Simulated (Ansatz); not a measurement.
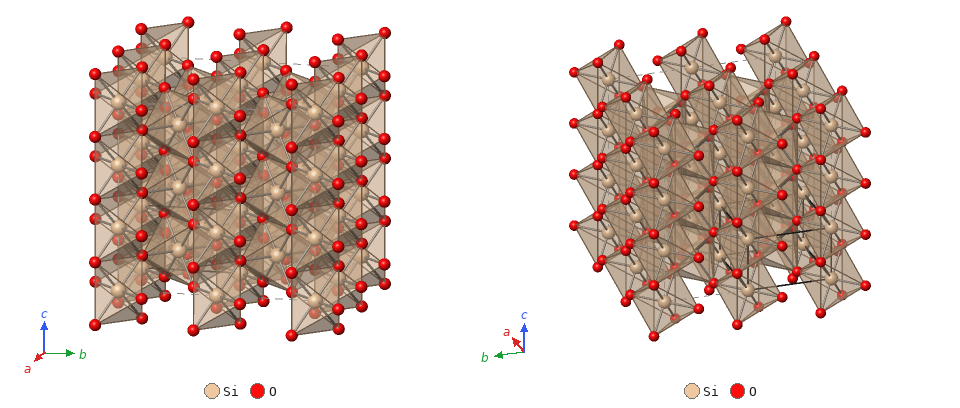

Polyhedra are drawn about Si (bonds: O–Si below 2 Å); other atoms are plain spheres. Two views of the same piece.

System SiO2 (space group P4_2/mnm, No. 136); source of the atomic positions: a calculation's input that goes back to an entry of the Crystallography Open Database (an earlier step may have relaxed or displaced it).

Sharing among the drawn polyhedra:

```csv
site,polyhedron,corner-sharing neighbours,edge-sharing,face-sharing,bond (Å)
Si,SiO6 octahedron,8,2,0,1.76–1.81
```

They form a three-dimensional framework of corner- and edge-sharing octahedra.
